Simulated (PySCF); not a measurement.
# C2H8ClOPSi3: what the fields show

Input file:

```
{"job": {"kind": "uv", "xc": "PBE0", "basis": "def2-SVPD", "nstates": 8, "ntriplets": 3}, "charge": 0, "multiplicity": 1}
Si    -2.188115    -2.790128     1.349438
C     -1.343788    -1.299528     0.641219
C     -0.800848    -0.306571     0.211086
Si     0.037119     1.175865    -0.527949
P      0.507354     1.089803    -2.717222
Cl    -1.103778     2.792617    -0.103880
O      1.485283     1.349174     0.172433
Si     2.434475     1.672551     1.454786
H     -3.510990    -2.372365     1.816312
H     -1.365467    -3.288614     2.453171
H     -2.297870    -3.790318     0.284856
H      0.900891    -0.238745    -2.687862
H     -0.784587     0.768432    -3.103210
H      2.134454     0.667501     2.471585
H      3.774926     1.558905     0.892801
H      2.113341     3.020365     1.915992
```

Run with:

```sh
OMP_NUM_THREADS=1 python probes_run.py task.json out
```

Geometry: GFN2-xTB.

Computed with PBE0/def2-SVPD, SCF density, gas phase (PySCF 2.14.0).

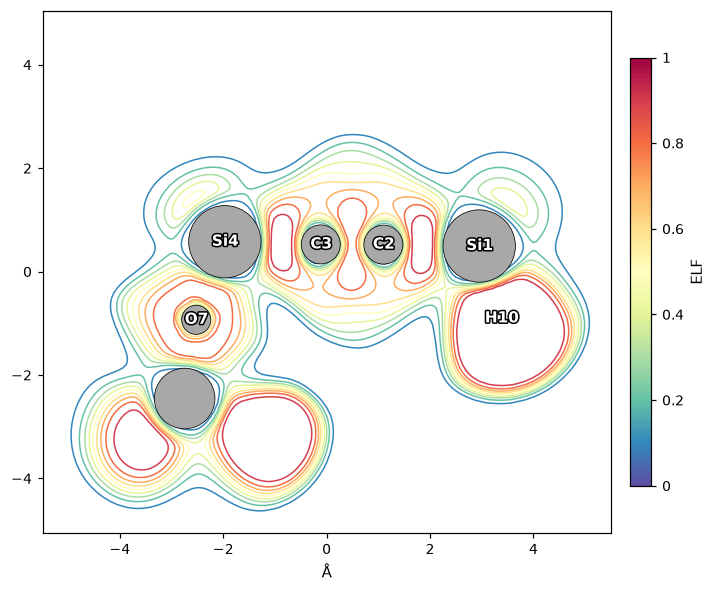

Figure 1. ELF on the plane of atoms C2, Si1 and H10. Grey discs cover the atomic cores.

What do the fields say about this system?

The section cuts through Si, C, O and H sites. C–C (1.21 Å): the ELF peaks at about 0.85 between the atoms; a multiple bond. Si–O (1.62 Å): the ELF peaks at about 0.85 between the atoms; a polar covalent bond. C–Si (1.85 Å): the ELF peaks at about 0.95 between the atoms (localised, covalent bonding). Si–H (1.46 Å): the ELF climbs to about 1 towards the hydrogen, as it does in any bond to H. The ELF also peaks beside O7, away from the bonds: lone-pair regions.

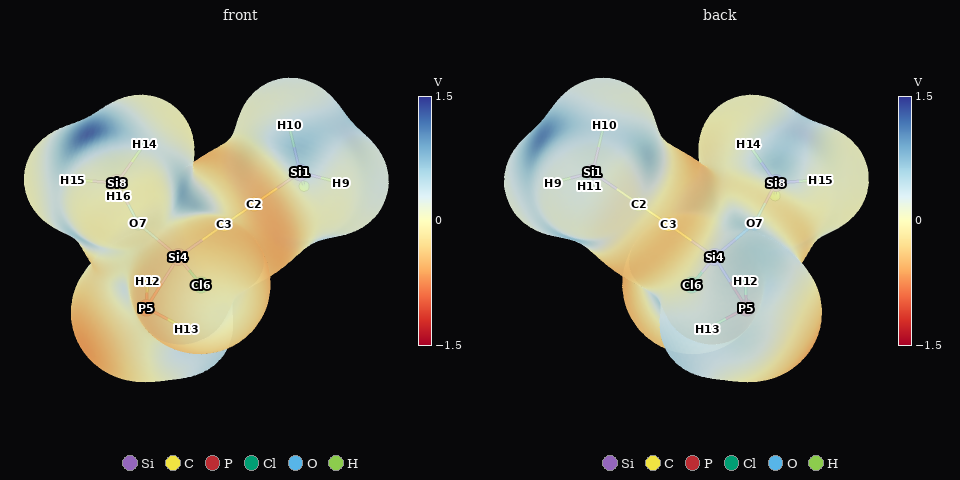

Figure 2. The electrostatic potential painted on the density surface at 0.001 e/bohr³, seen from the front and from behind; the colour scale runs from red (negative) to blue (positive).

Where is the surface potential most negative and most positive?

The most negative region (about −0.6 V) lies over C2, C3 and P5, the most positive (about +1.2 V) over Si1 and Si8.

What dipole moment does the calculation give?

Its dipole moment is 1.81 D.
